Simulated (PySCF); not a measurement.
# C₄H₈FNOSi, a complex of two parts: electronic excitations, part 2 of 2

PySCF 2.14.0. Atoms count from 0, parts from 1. Earlier steps stand in the parts before.

## 5. Ultraviolet spectrum: 1050 fs

The job: settings as JSON, then the geometry in Å.

```
{"job": {"kind": "uv", "xc": "CAM-B3LYP", "basis": "def2-SVP", "nstates": 4, "ntriplets": 0}, "charge": 0, "multiplicity": 1, "parts": [{"atoms": "0-10", "charge": 0, "multiplicity": 1}, {"atoms": "11-15", "charge": 0, "multiplicity": 1}]}
Si    -1.265649     0.415092    -0.736196
C     -0.024400    -0.864920    -1.039028
N      1.023953    -0.105814    -1.347199
C      2.070165    -1.008734    -1.476718
C      1.592943    -2.273504    -1.425064
O      0.277978    -2.190717    -1.013836
H     -1.310197     1.051884    -2.070759
H     -2.604374    -0.103121    -0.526237
H     -0.576771     1.377044     0.028723
H      3.067132    -0.838983    -1.659836
H      2.148672    -3.179155    -1.299621
C     -1.442068    -0.493647     2.708485
F     -1.345481    -0.509126     1.336063
H     -2.096599    -1.271364     3.120143
H     -1.913763     0.369809     2.899014
H     -0.347570    -0.526934     2.964591
```

With the program's defaults for keys left out, this is: TDDFT CAM-B3LYP/def2-SVP, vertical, gas phase, core orbitals frozen in the response.

Output:

```text
coarse grid: 14168 points
cycle   1  E = -675.7160998294  dE =  1.339e+00  |g| = 6.158e-01  |ddm| = 4.102e+00
cycle   2  E = -675.7066070513  dE =  9.493e-03  |g| = 7.061e-01  |ddm| = 9.342e-01
cycle   3  E = -675.7930946925  dE = -8.649e-02  |g| = 5.442e-02  |ddm| = 4.943e-01
cycle   4  E = -675.7937043443  dE = -6.097e-04  |g| = 2.095e-02  |ddm| = 6.161e-02
cycle   5  E = -675.7937728882  dE = -6.854e-05  |g| = 1.140e-02  |ddm| = 2.750e-02
cycle   6  E = -675.7937995107  dE = -2.662e-05  |g| = 2.344e-03  |ddm| = 1.054e-02
cycle   7  E = -675.7938006527  dE = -1.142e-06  |g| = 1.104e-03  |ddm| = 2.932e-03
final grid: 133544 points
cycle   8  E = -675.8987888394  dE = -2.872e-05  |g| = 4.860e-03  |ddm| = 1.787e-02
cycle   9  E = -675.8987850025  dE =  3.837e-06  |g| = 6.742e-03  |ddm| = 8.444e-03
cycle  10  E = -675.8987936108  dE = -8.608e-06  |g| = 8.095e-04  |ddm| = 5.057e-03
cycle  11  E = -675.8987937503  dE = -1.395e-07  |g| = 2.194e-04  |ddm| = 7.783e-04
cycle  12  E = -675.8987937589  dE = -8.566e-09  |g| = 8.730e-05  |ddm| = 2.342e-04
cycle  13  E = -675.8987937604  dE = -1.512e-09  |g| = 1.226e-05  |ddm| = 8.016e-05
cycle  14  E = -675.8987937604  dE = -4.320e-11  |g| = 4.185e-06  |ddm| = 1.973e-05
converged SCF energy = -675.8987937604

Static polarisability (au): isotropic 71.411, principal 56.227 68.660 89.345

Singlet excitations
state   eV       nm        f      main configurations
  1   5.9798    207.3   0.20352   H->L 0.83, H-1->L 0.12
  2   6.1054    203.1   0.03870   H-1->L 0.79, H->L 0.13
  3   7.1060    174.5   0.00862   H-2->L 0.34, H->L+1 0.32, H-3->L 0.12
  4   7.5749    163.7   0.02322   H-2->L 0.50, H->L+1 0.22, H->L+2 0.12
```

Wall time 38 s (1 thread of Arm Neoverse N1, shared host); peak memory 0.86 GiB.

In short: HOMO -8.07 eV, LUMO 0.95 eV; lowest singlet 5.98 eV.

## 6. TDDFT and polarisability: 1275 fs

The job: settings as JSON, then the geometry in Å.

```
{"job": {"kind": "uv", "xc": "CAM-B3LYP", "basis": "def2-SVP", "nstates": 4, "ntriplets": 0}, "charge": 0, "multiplicity": 1, "parts": [{"atoms": "0-10", "charge": 0, "multiplicity": 1}, {"atoms": "11-15", "charge": 0, "multiplicity": 1}]}
Si    -1.067712     1.019439    -0.708082
C      0.195903    -0.322055    -0.556178
N      1.442081     0.177581    -0.685202
C      2.250345    -0.905432    -0.381434
C      1.411900    -1.975444    -0.097978
O      0.132043    -1.584926    -0.255076
H     -0.663326     2.205670    -1.353399
H     -2.133037     0.600554    -1.492237
H     -1.534469     1.878345     0.522918
H      3.345791    -0.932554    -0.440535
H      1.687983    -2.946115     0.255757
C     -2.325963    -1.600306     1.475801
F     -2.085939    -0.400477     0.825679
H     -2.838648    -1.352800     2.392308
H     -1.389267    -2.121084     1.597484
H     -3.074315    -2.258163     0.824484
```

Level: TDDFT CAM-B3LYP/def2-SVP, vertical, gas phase, core orbitals frozen in the response.

Output:

```text
coarse grid: 14168 points
cycle   1  E = -675.7323241367  dE =  1.211e+00  |g| = 6.155e-01  |ddm| = 4.061e+00
cycle   2  E = -675.7218265837  dE =  1.050e-02  |g| = 7.098e-01  |ddm| = 9.601e-01
cycle   3  E = -675.8112876590  dE = -8.946e-02  |g| = 6.323e-02  |ddm| = 5.155e-01
cycle   4  E = -675.8117864226  dE = -4.988e-04  |g| = 4.593e-02  |ddm| = 8.119e-02
cycle   5  E = -675.8121987662  dE = -4.123e-04  |g| = 1.164e-02  |ddm| = 4.401e-02
cycle   6  E = -675.8122283093  dE = -2.954e-05  |g| = 2.087e-03  |ddm| = 1.254e-02
cycle   7  E = -675.8122294966  dE = -1.187e-06  |g| = 6.820e-04  |ddm| = 2.686e-03
final grid: 133544 points
cycle   8  E = -675.9175104111  dE = -3.041e-05  |g| = 4.012e-03  |ddm| = 1.650e-02
cycle   9  E = -675.9175096078  dE =  8.033e-07  |g| = 4.747e-03  |ddm| = 5.939e-03
cycle  10  E = -675.9175134484  dE = -3.841e-06  |g| = 5.143e-04  |ddm| = 3.187e-03
cycle  11  E = -675.9175134908  dE = -4.236e-08  |g| = 2.901e-04  |ddm| = 6.065e-04
cycle  12  E = -675.9175135075  dE = -1.675e-08  |g| = 8.004e-05  |ddm| = 2.659e-04
cycle  13  E = -675.9175135090  dE = -1.415e-09  |g| = 9.922e-06  |ddm| = 7.704e-05
cycle  14  E = -675.9175135090  dE = -3.365e-11  |g| = 2.908e-06  |ddm| = 1.598e-05
converged SCF energy = -675.9175135090

Static polarisability (au): isotropic 74.043, principal 53.953 75.547 92.628

Singlet excitations
state   eV       nm        f      main configurations
  1   5.9947    206.8   0.26363   H->L 0.91
  2   6.0230    205.9   0.02040   H-1->L 0.53, H-2->L 0.37
  3   7.1349    173.8   0.01895   H->L+1 0.34, H-2->L 0.24, H-1->L 0.16
  4   7.2447    171.1   0.01658   H->L+1 0.25, H-3->L 0.23, H-1->L 0.23
```

Wall time 37 s (1 thread of Arm Neoverse N1, shared host); peak memory 0.86 GiB.

In short: HOMO -8.35 eV, LUMO 0.60 eV; lowest singlet 5.99 eV.

## 7. Excited states and response: 1500 fs

The job: settings as JSON, then the geometry in Å.

```
{"job": {"kind": "uv", "xc": "CAM-B3LYP", "basis": "def2-SVP", "nstates": 4, "ntriplets": 0}, "charge": 0, "multiplicity": 1, "parts": [{"atoms": "0-10", "charge": 0, "multiplicity": 1}, {"atoms": "11-15", "charge": 0, "multiplicity": 1}]}
Si    -1.345097     0.955519    -0.908348
C      0.079655     0.053982    -0.050668
N      1.314957     0.429914     0.274758
C      2.033901    -0.732565     0.348145
C      1.189028    -1.855699     0.226011
O     -0.021464    -1.358309    -0.112587
H     -0.813825     2.348576    -1.435800
H     -1.538518     0.610496    -2.284081
H     -2.470495     1.320899     0.099392
H      3.061257    -0.686378     0.796369
H      1.315916    -2.967364     0.130544
C     -2.689502    -1.849547     0.727696
F     -2.563627    -0.924403    -0.311957
H     -3.056285    -1.306162     1.601268
H     -1.781152    -2.411079     0.887742
H     -3.425039    -2.580304     0.398117
```

Method: TDDFT CAM-B3LYP/def2-SVP, vertical, gas phase, core orbitals frozen in the response.

Output:

```text
coarse grid: 14168 points
cycle   1  E = -675.7284179626  dE =  9.220e-01  |g| = 6.432e-01  |ddm| = 4.009e+00
cycle   2  E = -675.7074759010  dE =  2.094e-02  |g| = 7.779e-01  |ddm| = 9.843e-01
cycle   3  E = -675.8151747536  dE = -1.077e-01  |g| = 5.361e-02  |ddm| = 5.292e-01
cycle   4  E = -675.8157521600  dE = -5.774e-04  |g| = 2.640e-02  |ddm| = 6.900e-02
cycle   5  E = -675.8158703580  dE = -1.182e-04  |g| = 1.342e-02  |ddm| = 3.044e-02
cycle   6  E = -675.8159089627  dE = -3.860e-05  |g| = 3.067e-03  |ddm| = 1.384e-02
cycle   7  E = -675.8159109942  dE = -2.032e-06  |g| = 1.375e-03  |ddm| = 3.207e-03
final grid: 133544 points
cycle   8  E = -675.9219487820  dE = -2.645e-05  |g| = 3.917e-03  |ddm| = 1.490e-02
cycle   9  E = -675.9219481026  dE =  6.793e-07  |g| = 4.597e-03  |ddm| = 6.104e-03
cycle  10  E = -675.9219519652  dE = -3.863e-06  |g| = 5.169e-04  |ddm| = 3.150e-03
cycle  11  E = -675.9219520142  dE = -4.897e-08  |g| = 2.509e-04  |ddm| = 5.883e-04
cycle  12  E = -675.9219520258  dE = -1.165e-08  |g| = 9.837e-05  |ddm| = 2.519e-04
cycle  13  E = -675.9219520279  dE = -2.103e-09  |g| = 1.720e-05  |ddm| = 8.819e-05
cycle  14  E = -675.9219520280  dE = -7.822e-11  |g| = 9.235e-06  |ddm| = 2.754e-05
converged SCF energy = -675.9219520280

Static polarisability (au): isotropic 77.155, principal 56.011 80.039 95.415

Singlet excitations
state   eV       nm        f      main configurations
  1   5.6543    219.3   0.18647   H->L 0.85, H-2->L 0.11
  2   5.9166    209.6   0.04809   H-2->L 0.78, H->L 0.12
  3   6.7014    185.0   0.00636   H-1->L 0.85
  4   6.9842    177.5   0.02362   H->L+1 0.57, H-3->L 0.27
```

Run time: 37 s. Hardware: 1 thread of Arm Neoverse N1, shared host; peak memory 0.86 GiB.

In short: HOMO -8.26 eV, LUMO 0.38 eV; lowest singlet 5.65 eV.

## 8. Side by side: electronic excitations

Excitations and ground-state properties, with basis size and wall time:

```
  frame  lowest singlet (eV)  brightest (eV)      f  gap (eV)  α (Å³)  μ (D)  functions  time
 375 fs                 5.48            6.21  0.252      9.26   10.94   4.85        156  53 s
 600 fs                 5.59            6.28  0.215      8.77   10.79   4.73        156  38 s
 825 fs                 6.05            6.05  0.133      9.23   10.78   3.12        156  39 s
1050 fs                 5.98            5.98  0.204      9.02   10.58   4.29        156  38 s
1275 fs                 5.99            5.99  0.264      8.96   10.97   4.91        156  37 s
1500 fs                 5.65            5.65  0.186      8.64   11.43   4.93        156  37 s
```

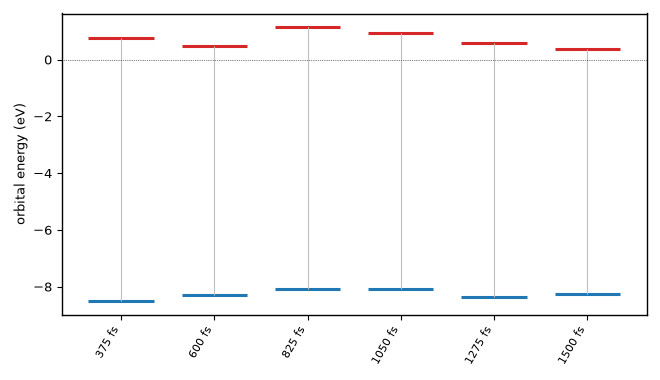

HOMO (blue) and LUMO (red) run by run.

## 9. What came out

This closing draws on all 2 parts.

```
                                   quantity                        value
lowest singlet (CAM-B3LYP/def2-SVP, 375 fs)  5.48 eV (226 nm), f = 0.005
   brightest single state of those computed  state 2, 6.21 eV, f = 0.252
                range of the lowest singlet              5.48 to 6.05 eV
```

What this shows: In the first frame run (375 fs): The lowest singlet, at 5.48 eV, is HOMO−1→LUMO 0.95 and is weak; of the 4 states computed, the strongest absorption comes from state 2 at 6.21 eV. The lowest singlet runs from 5.48 eV (375 fs) to 6.05 eV (825 fs), while the orbital gap spans 8.64 to 9.26 eV. The lowest state need not be the same one in every run.
